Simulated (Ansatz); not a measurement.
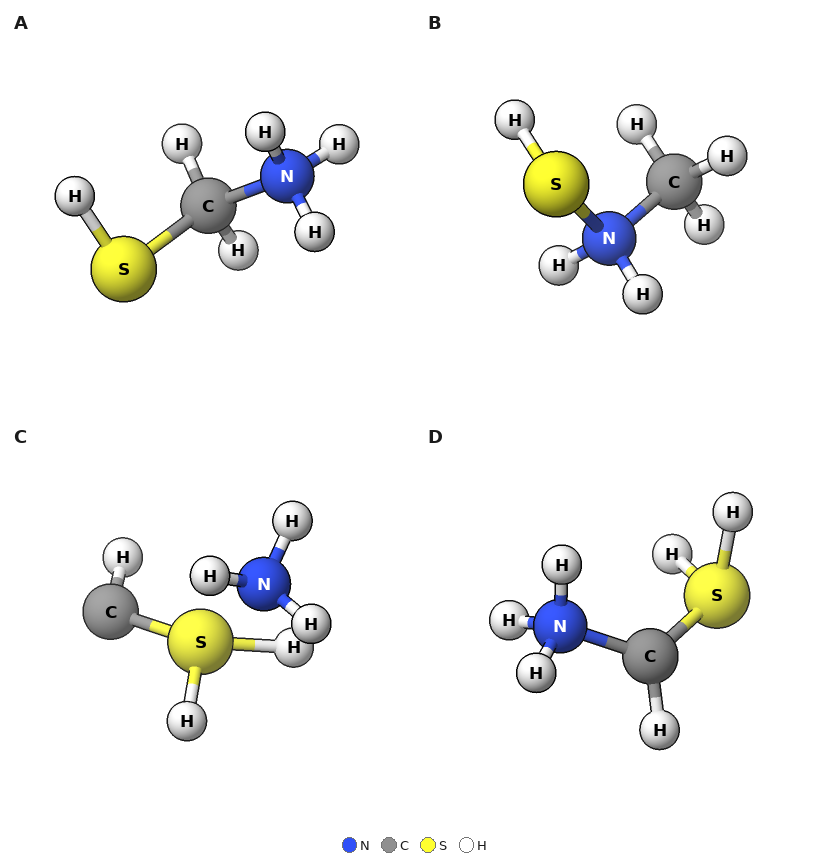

4 stationary structures of one formula. The species has charge +1 and is a spin singlet. Geometries: PBE-D4/def2-SVP. Electronic energies: PBE-D4/def2-SVP (Ansatz 0.2.0), without zero-point energy. No frequency run is at hand to confirm each as a minimum. Each is one conformer, not always the lowest.

Which is lowest in energy, and by how much?

Answer. A is lowest; B lies 74.6 kJ/mol above it, D lies 236.6 kJ/mol above it, C lies 472.0 kJ/mol above it.
